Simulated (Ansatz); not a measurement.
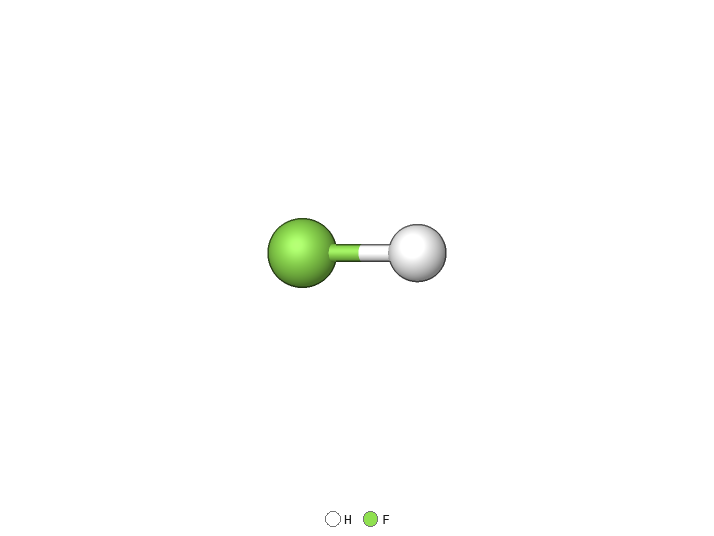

Sticks follow a distance rule. Harmonic vibrations computed with RKS PBE0-D4/def2-TZVP (Ansatz 0.2.0) at a stationary point of the same level.

> How many imaginary frequencies does it have?

A minimum: no imaginary frequency, and the lowest mode lies at 4153 cm⁻¹.

> List the wavenumbers.

1 modes: 4153 cm⁻¹.
